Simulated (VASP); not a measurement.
Band structure of ZrSb (relaxed from the zinc blende structure, space group F-43m). These are PBEsol GGA, VASP's PBE PAW potentials (set 64) (plane waves; VASP 6.6.1) values and carry that method's errors.

Unless said otherwise, spin-orbit coupling is left out, though it shifts the bands of the heavy elements here.

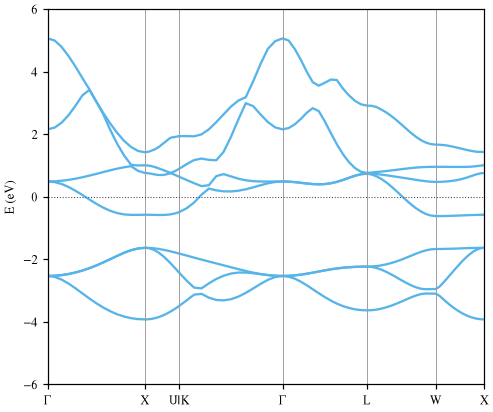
Figure. Bands along high-symmetry lines, zero at the valence-band maximum or, without a gap, the Fermi level

Question: Read the plot: is there a gap, and where are the band edges?

Answer: It has no gap at this level: it comes out as a metal or semimetal. (Edges off the drawn lines would not show.)

The structure was generated: ZrSb was put into the zinc blende type (F-43m), which need not be its known phase. It was relaxed first, which changed the volume by -30 %. The electron count is odd and the run is not spin-polarised, which forces a metal.
